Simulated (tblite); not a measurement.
# Run report: C$_{2}$H$_{10}$BN$_{2}$Si$_{2}$, frequency calculation

The run: frequency calculation of C$_{2}$H$_{10}$BN$_{2}$Si$_{2}$, multiplicity 2, SMILES [CH2]B(C)N1[SiH2]N[SiH2]1. Method and program: GFN2-xTB harmonic vibrations, gas phase (tblite 0.8.0).

It belongs to a series of runs on one base structure; here: H removed from sp3 C.

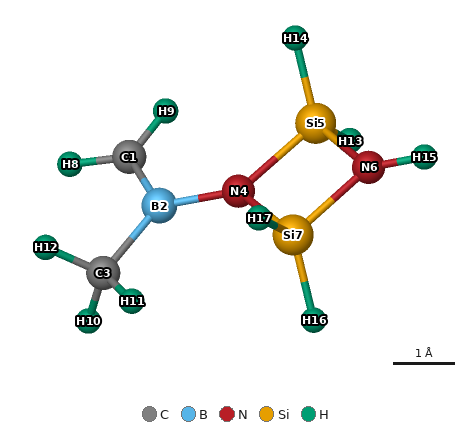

Figure 1. The structure (ball-and-stick view, seen at a tilt; atoms are numbered from 1 in the order of the input). Bond lengths as drawn: B–C 1.51 to 1.60 Å, B–N 1.42 Å, C–H 1.08 to 1.09 Å, H–N 1.00 Å, H–Si 1.46 Å and N–Si 1.74 to 1.76 Å.

Input:
```
{"job": {"kind": "ir", "xc": "GFN2-xTB", "basis": "xTB"}, "charge": 0, "multiplicity": 2}
C      1.359405    -0.377547     1.851833
B      1.030681    -0.168888     0.391829
C      2.182887    -0.184748    -0.711033
N     -0.316644     0.037494     0.006602
Si    -1.817533     0.115779     0.925352
N     -2.536048     0.386016    -0.635056
Si    -1.065585     0.310605    -1.563066
H      2.359547    -0.539588     2.223014
H      0.605869    -0.377271     2.624704
H      2.683208    -1.152068    -0.743165
H      1.805219     0.022202    -1.710310
H      2.954038     0.551683    -0.489267
H     -2.191951    -1.152656     1.546002
H     -1.899109     1.262227     1.827290
H     -3.488396     0.539520    -0.910263
H     -0.985344    -0.838297    -2.461253
H     -0.687242     1.577568    -2.183124
```

The first line tells a small driver script what to run in tblite; the rest is the geometry in Å.

Launch command:
```bash
OMP_NUM_THREADS=1 python <driver script> task.json out
```

Log:
```
mode    cm-1     km/mol
  1      33.5      0.79
  2      74.8      0.07
  3     108.6      3.41
  4     140.6      0.06
  5     183.0     24.35
  6     253.1      0.61
  7     267.8      1.31
  8     348.6      1.72
  9     365.9     75.06
 10     401.9      9.43
 11     405.1      1.33
 12     462.3      0.10
 13     481.0     13.50
 14     519.6      0.03
 15     531.3      0.12
 16     556.1      0.15
 17     574.4    237.42
 18     677.5    263.93
 19     683.6     23.35
 20     760.7     41.79
 21     772.1    229.93
 22     780.1    112.54
 23     798.9    141.00
 24     840.7     81.16
 25     855.2     71.53
 26     878.6    173.00
 27     890.5    251.72
 28     968.1     11.58
 29    1086.5    206.30
 30    1210.1    157.61
 31    1327.2    301.82
 32    1387.8     12.08
 33    1430.8      4.39
 34    1505.4      0.06
 35    1508.0      0.45
 36    2241.2     65.85
 37    2251.5    959.64
 38    2274.2    279.06
 39    2279.2    139.58
 40    3001.3     47.99
 41    3013.4     48.30
 42    3023.7     37.02
 43    3072.5     42.81
 44    3102.1     73.83
 45    3518.9      7.96
```

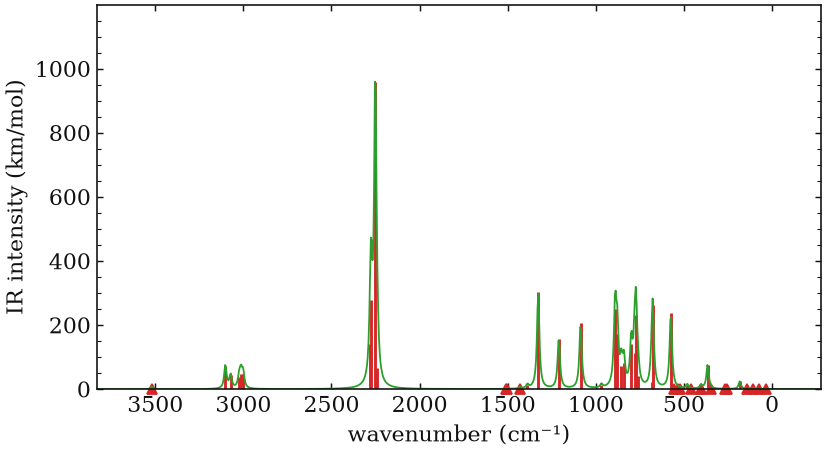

Figure 2. Harmonic infrared spectrum, unscaled: sticks (degenerate modes added up, dark ones marked on the axis) with a Lorentzian envelope of 16 cm⁻¹ full width, scaled to the tallest stick. 45 modes from 34 to 3519 cm⁻¹, none imaginary. The strongest line is at 2252 cm⁻¹ (960 km/mol).

Results in brief:

- outcome: converged
- total energy: −542.6830 eV
- zero-point energy: 74.1200 kcal/mol
- hardware: 1 CPU thread, shared host
- wall time: 0.7 s
- peak memory: 0.18 GiB
